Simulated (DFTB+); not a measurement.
**Run report: C₇H₈ (charge +1), energy and gradient calculation**

The run: energy and gradient calculation of C₇H₈ (cycloheptatriene), charge +1, multiplicity 2. Method and program: DFTB2, U-SCC (DFTB+ 25.1).

The geometry is that of the parent species in another charge or spin state. The geometry comes from this level: GFN2-xTB.

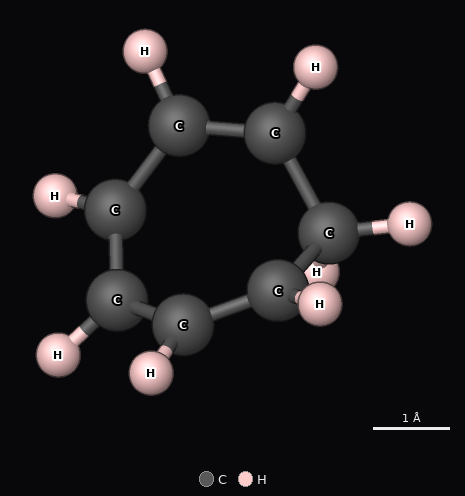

Figure 1. The input geometry (ball-and-stick view, seen at a tilt).

## Input file (dftb_in.hsd)
```
# DFTB2 energy and gradient
Geometry = GenFormat {
  15 C
  C H
     1  1     -0.827980     -0.064080      1.392350
     2  1      0.473590     -0.412190      1.494730
     3  1      1.309830     -0.778210      0.386650
     4  1      1.221320     -0.251130     -0.840490
     5  1      0.334040      0.920110     -1.118100
     6  1     -1.047120      0.354740     -1.018700
     7  1     -1.563560     -0.010270      0.160820
     8  2     -1.404630      0.050810      2.301950
     9  2      0.891280     -0.563820      2.482550
    10  2      2.038960     -1.555300      0.579710
    11  2      1.795330     -0.661440     -1.659530
    12  2      0.525420      1.348200     -2.099770
    13  2      0.478000      1.685140     -0.349460
    14  2     -1.622920      0.251260     -1.928340
    15  2     -2.601560     -0.313810      0.215620
}
Hamiltonian = DFTB {
  SCC = Yes
  SlaterKosterFiles = Type2FileNames {
    Prefix = "slakos/"
    Separator = ""
    Suffix = ".spl"
    LowerCaseTypeName = Yes
  }
  MaxAngularMomentum {
    C = "p"
    H = "s"
  }
  Charge = 1
  SCCTolerance = 1e-08
  MaxSCCIterations = 300
  Filling = Fermi {
    Temperature [Kelvin] = 300
  }
  SpinPolarisation = Colinear {
    UnpairedElectrons = 1
  }
  SpinConstants {
    ShellResolvedSpin = No
    C = -0.023
    H = -0.072
  }
}
Analysis {
  PrintForces = Yes
}
Options {
  WriteResultsTag = Yes
}
InputVersion = 25.1
```

Machine: 1 thread of Intel Xeon @ 2.50GHz (Skylake/Cascade Lake), 128 GiB of memory available, shared host.

Launched with:
```bash
dftb+ > output.log
```

## The program's output
```
|  DFTB+ development version (commit: a23bfb2)

Reading input file 'dftb_in.hsd'
Parser version: 14

--------------------------------------------------------------------------------
Reading SK-files:
./slakos/cc.spl
./slakos/ch.spl
./slakos/hh.spl
Done.

Processed input in HSD format written to 'dftb_pin.hsd'

Starting initialization...
--------------------------------------------------------------------------------
WARNING!
-> Dipole printed for a charged system : origin dependent quantity
OpenMP threads:              1
Chosen random seed:          363874871
Current stacksize:           unlimited
Mode:                        Static calculation
Self consistent charges:     Yes
SCC-tolerance:                 0.100000E-07
Max. scc iterations:                    300
Shell resolved Hubbard:      No
Spin polarisation:           Yes
Nr. of up electrons:            18.000000
Nr. of down electrons:          17.000000
Periodic boundaries:         No
Electronic solver:           Relatively robust
Mixer:                       Broyden mixer
Mixing parameter:                  0.200000
Nr. of chrg. vec. in memory:            300
Max. SCC-cycles:                        300
Electronic temperature:              0.950045E-03 H      0.258520E-01 eV
Initial charges:             Set automatically (system chrg:   0.100E+01)
Included shells:             C:  s, p
                             H:  s
Spin coupling constants:     C   1(s)-1(s):  -0.230000E-01
                             C   1(s)-2(p):  -0.230000E-01
                             C   2(p)-1(s):  -0.230000E-01
                             C   2(p)-2(p):  -0.230000E-01
                             H   1(s)-1(s):  -0.720000E-01
Extra options:
                             Mulliken analysis
                             Force calculation
Force type                   original

--------------------------------------------------------------------------------

***  Geometry step: 0

 iSCC Total electronic   Diff electronic      SCC error
    1   -0.15093368E+02    0.00000000E+00    0.51846591E+00
    2   -0.15101787E+02   -0.15093368E+02    0.79095390E-01
    3   -0.15106011E+02   -0.84191319E-02    0.52972805E-01
    4   -0.15109248E+02   -0.42237195E-02    0.80884439E-02
    5   -0.15109256E+02   -0.32364956E-02    0.56441980E-02
    6   -0.15109260E+02   -0.88231058E-05    0.20095646E-02
    7   -0.15109260E+02   -0.35353319E-05    0.12028470E-02
    8   -0.15109261E+02   -0.58745274E-06    0.27437859E-03
    9   -0.15109261E+02   -0.28046662E-06    0.50690729E-04
   10   -0.15109261E+02   -0.16799319E-07    0.39402449E-04
   11   -0.15109261E+02   -0.25750424E-09    0.95033468E-05
   12   -0.15109261E+02   -0.32295056E-09    0.47861287E-05
   13   -0.15109261E+02   -0.29189096E-10    0.97789571E-06
   14   -0.15109261E+02   -0.29736213E-11    0.35373916E-06
   15   -0.15109261E+02   -0.71054274E-13    0.15526551E-06
   16   -0.15109261E+02    0.20783375E-12    0.27755630E-07
   17   -0.15109261E+02    0.31974423E-13    0.79833526E-08

Total Energy:                      -14.6634136165 H         -399.0118 eV
Extrapolated to 0K:                -14.6634136610 H         -399.0118 eV
Total Mermin free energy:          -14.6634137054 H         -399.0118 eV
Force related energy:              -14.6634137054 H         -399.0118 eV

--------------------------------------------------------------------------------
--------------------------------------------------------------------------------
SCC                                    +       0.03 ( 89.0%)       0.03 ( 90.9%)
--------------------------------------------------------------------------------
Missing                                +       0.00 ( 11.0%)       0.00 (  9.1%)
Total                                  =       0.03 (100.0%)       0.03 (100.0%)
--------------------------------------------------------------------------------
```

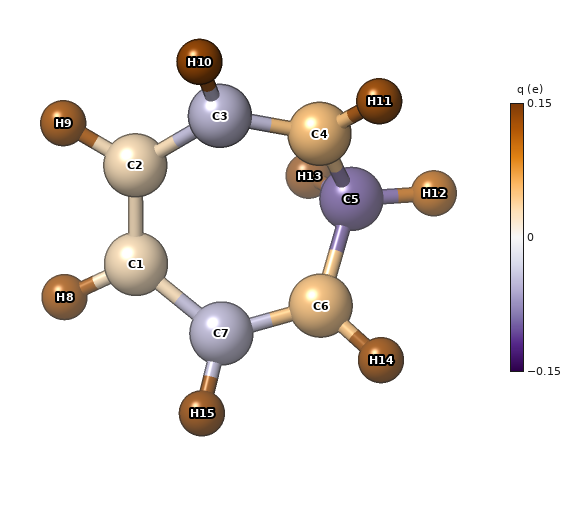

Figure 2. Mulliken charges, as the colour of each atom (ball-and-stick view, seen at a tilt; atoms are numbered from 1 in the order of the input). By element: C −0.10 to +0.05 and H +0.11 to +0.14 e.

## Results in brief

- outcome: converged
- total energy: −14.663414 hartree
- basis functions: 36
- largest force: 3.029 eV/Å
- peak memory: 0.077 GiB
